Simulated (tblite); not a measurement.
Potential energy surface of H2S, triplet: collinear S-H-H surface. Scanned: S-H distance and H-H distance.

Computed with GFN2-xTB, 300 K electronic temperature in tblite.

Energy in kcal/mol above the lowest grid point; x is the S-H distance (Å), y the H-H distance (Å).

```
y \ x   1.14  1.26  1.37  1.49  1.61  1.75  1.90  2.07  2.29  2.58  2.95  3.46  3.89
-----  -----  ----  ----  ----  ----  ----  ----  ----  ----  ----  ----  ----  ----
2.15    36.5  23.4  21.9  25.6  32.0  40.8  50.5  61.0  72.6  83.2  90.3  93.3  94.0
1.91    35.7  22.2  20.2  23.3  28.9  36.7  45.3  54.4  64.2  72.9  78.4  81.0  81.5
1.63    34.7  20.1  17.0  18.8  23.0  29.0  35.6  42.6  50.0  56.6  60.8  62.9  63.5
1.42    34.6  18.5  14.0  14.2  16.8  20.9  25.6  30.9  36.5  41.7  45.2  47.0  47.5
1.27    35.8  18.1  12.1  10.7  11.8  14.3  17.5  21.4  25.9  30.1  33.1  34.7  35.1
1.14    38.6  18.9  11.2   8.1   7.6   8.5  10.4  13.1  16.5  19.9  22.3  23.7  24.1
1.05    42.2  20.7  11.5   6.9   5.2   4.9   5.8   7.7  10.3  13.1  15.2  16.3  16.6
0.96    47.8  24.1  13.1   6.9   3.8   2.3   2.1   3.1   5.0   7.1   8.8   9.7   9.9
0.89    54.2  28.4  15.8   8.2   3.9   1.4   0.4   0.7   1.9   3.5   4.8   5.5   5.7
0.82    62.6  34.6  20.3  11.2   5.7   2.1   0.4   0.0   0.6   1.6   2.6   3.1   3.2
0.76    72.0  41.9  26.1  15.6   9.1   4.6   2.1   1.1   1.1   1.7   2.3   2.7   2.8
0.70    84.4  52.0  34.4  22.5  14.9   9.4   6.2   4.6   4.0   4.1   4.5   4.7   4.8
0.63   104.8  69.4  49.5  35.7  26.6  19.9  15.8  13.4  12.2  11.8  11.9  12.0  12.1
```

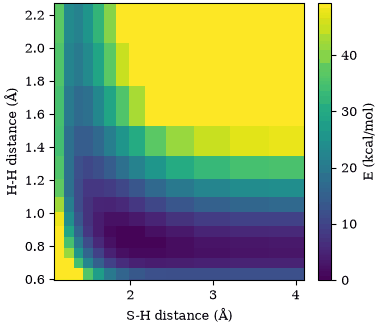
Energy surface, cut off at 49 kcal/mol.

Points that lie below all their neighbours on the grid: x = 2.07, y = 0.82 (0.0 kcal/mol).
